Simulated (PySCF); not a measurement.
Ge(H)(F)(OH)2, SMILES [OH][GeH]([F])[OH] (H₃FGeO₂) at its CAM-B3LYP/def2-SVP optimised geometry (Å):

```
7

Ge    -0.6199    -0.7174     0.0000
O     -1.2131    -1.5183     1.4314
O     -1.0515    -1.6787    -1.4033
F      1.1139    -0.7174     0.0000
H     -1.1139     0.7174     0.0000
H     -1.1485    -2.4810     1.3955
H     -0.3261    -1.7854    -2.0316
```

Method: PySCF 2.14.0 with CAM-B3LYP/def2-TZVP. Cells within 0.4 Å of a nucleus heavier than hydrogen are left out (blank, or x).

Map of the HOMO amplitude (bohr^(-3/2)) on the plane z = 1.5 Å; orbital energy -10.89 eV, overall sign arbitrary:

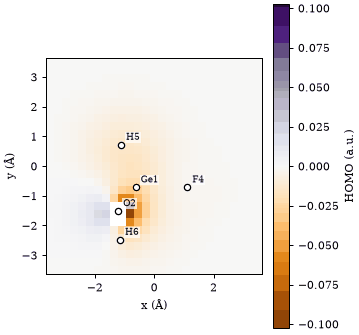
Figure: HOMO amplitude (bohr^(-3/2)) on the plane z = 1.5 Å.
